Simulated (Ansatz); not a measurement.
## Electronic structure of C₃H₁₀GeO₄ (SMILES C[O][Ge]([OH])([O]C)[O]C) in real space

The calculation's input:

```
crystal:
  periodic: [false, false, false]
  atoms:
    - {symbol: C, position_ang: [-1.385330, -1.373663, 1.054985]}
    - {symbol: O, position_ang: [-1.131261, -0.837281, -0.228260]}
    - {symbol: Ge, position_ang: [0.208348, 0.278655, -0.422557]}
    - {symbol: O, position_ang: [0.137622, 0.666545, -2.135434]}
    - {symbol: O, position_ang: [0.071228, 1.688327, 0.611662]}
    - {symbol: C, position_ang: [-1.082502, 2.500154, 0.511658]}
    - {symbol: O, position_ang: [1.743269, -0.414432, 0.066505]}
    - {symbol: C, position_ang: [2.185030, -1.605349, -0.555339]}
    - {symbol: H, position_ang: [-2.244849, -2.040749, 0.968064]}
    - {symbol: H, position_ang: [-0.534648, -1.950607, 1.434967]}
    - {symbol: H, position_ang: [-1.623675, -0.593242, 1.786445]}
    - {symbol: H, position_ang: [0.826944, 1.284212, -2.392185]}
    - {symbol: H, position_ang: [-0.977931, 3.309646, 1.236328]}
    - {symbol: H, position_ang: [-1.997644, 1.943206, 0.742418]}
    - {symbol: H, position_ang: [-1.189632, 2.938328, -0.486727]}
    - {symbol: H, position_ang: [2.326577, -1.475916, -1.633980]}
    - {symbol: H, position_ang: [3.144770, -1.872005, -0.109054]}
    - {symbol: H, position_ang: [1.486083, -2.434530, -0.397596]}
basis:
  gaussian: {orbitals: def2-TZVPP}
hamiltonian: {xc: pbe0, dispersion: d4}
output: {orbitals: {seedname: orbitals}}
```

Run with:

```sh
ansatz run in.yaml --threads 5 --pin off --events-out ev --progress --plain --max-ram 66560MiB --backend cuda --devices 0, --max-vram 37GiB
```

Geometry: PBE0-D4/def2-TZVP.

These are results of Ansatz, RKS PBE0-D4/def2-TZVPP, not measurements.

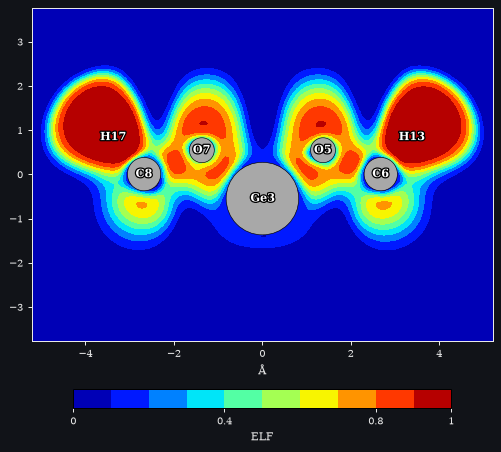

Figure 1. Electron localisation function on the plane of atoms O7, C8 and H17. Grey discs cover the atomic cores.

### What does the map show?

The plane passes through Ge, O, C and H nuclei. C–O (1.41 Å): the ELF peaks at about 0.85 between the atoms: a shared but strongly polarised pair. Ge–O (1.75 Å): the ELF peaks at about 0.85 in the valence shell of O, 0.6 Å from its nucleus, and is about 0.30 at the midpoint. C–H (1.09 Å): the ELF climbs to about 1 towards the hydrogen, as it does in any bond to H: a covalent bond by its length. The ELF also peaks beside O7 and O5, away from the bonds: lone-pair regions.

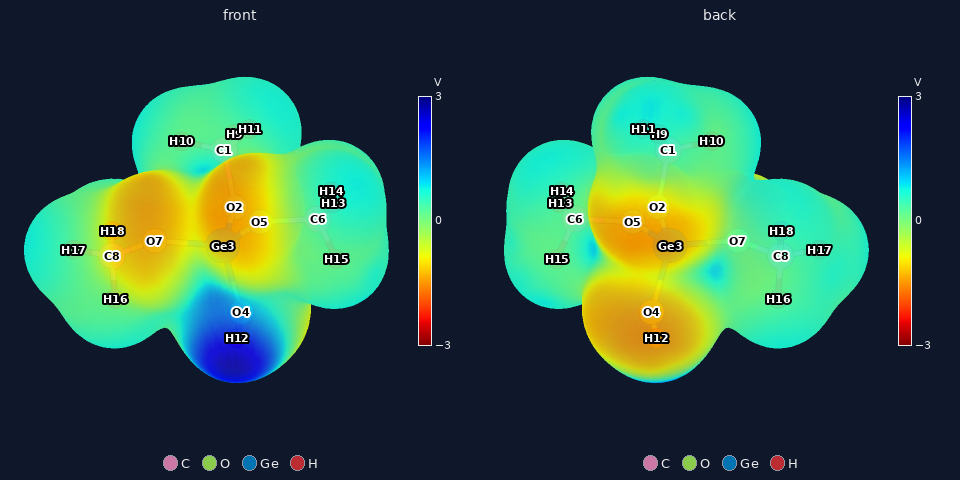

Figure 2. The electrostatic potential painted on the density surface at 0.002 e/bohr³, seen from the front and from behind; red is negative and blue positive.

### Where is the surface potential most negative and most positive?

The most negative region (about −1.5 V) lies over O2, O4, O5 and O7, the most positive (about +2.5 V) over H12.

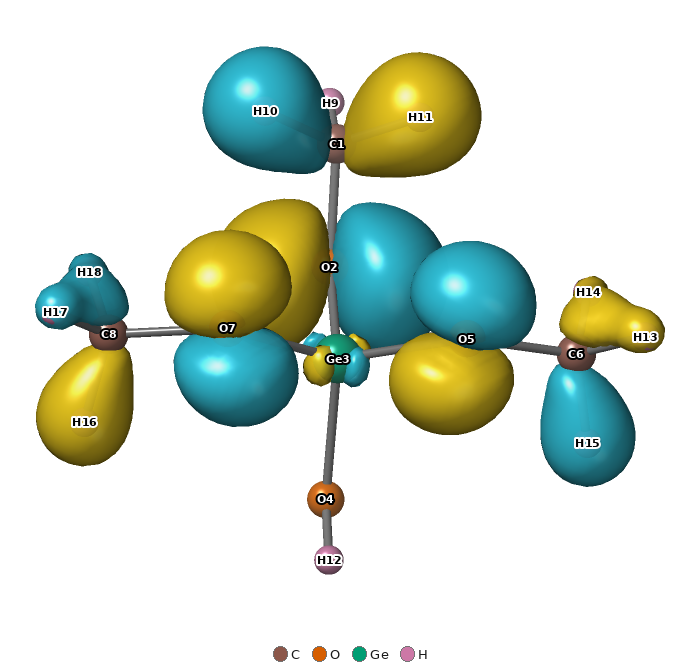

Figure 3. The HOMO−1 at ±0.1 Å⁻³ᐟ² (yellow and cyan are the two phases), seen at a tilt.

### Where does this orbital lie, and at what energy?

It lies mainly on O2 (about 35 %), O5 (about 15 %), O7 (about 15 %), C1 (about 10 %) and Ge3 (about 5 %). Its energy is −8.25 eV.
